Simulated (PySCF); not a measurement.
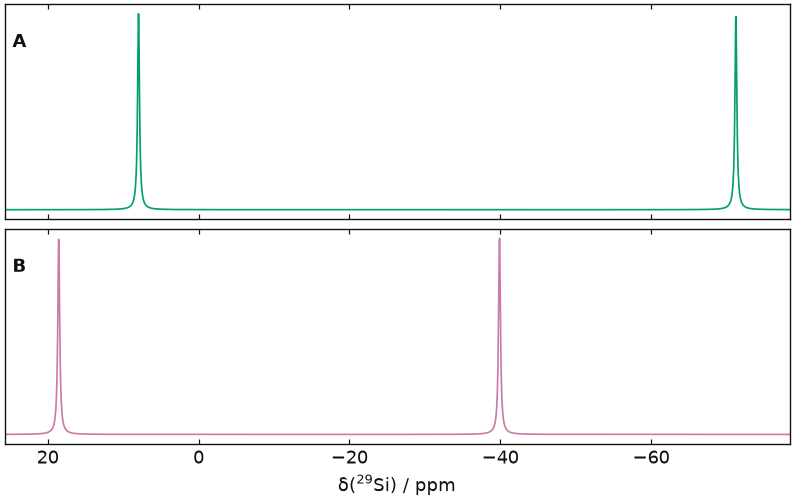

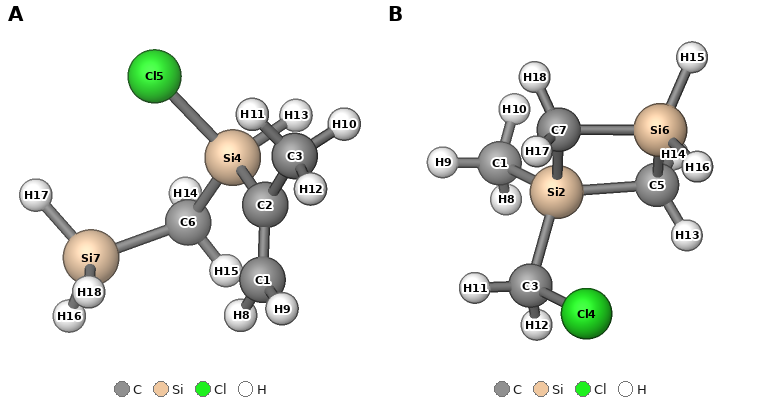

Related molecules: A is C₄H₁₁ClSi₂, SMILES C=C(C)[Si@H](Cl)C[SiH3]; B is C₄H₁₁ClSi₂, SMILES C[Si]1(CCl)C[SiH2]C1. GIAO ²⁹Si shifts against TMS, PBE0/pcSseg-1 with PySCF, at a PBE0-D3(BJ)/def2-SVP geometry (no frequency check); fully decoupled, line heights follow the number of nuclei within a panel, widths are arbitrary (no quadrupolar broadening); values of one conformer, averaged over methyl-type rotors and exact or near symmetry; other conformers aren't averaged in.

**Assign the ²⁹Si signals of each molecule.**

A: 8.0 (Si4); −71.2 (Si7)
B: 18.5 (Si2); −39.9 (Si6)
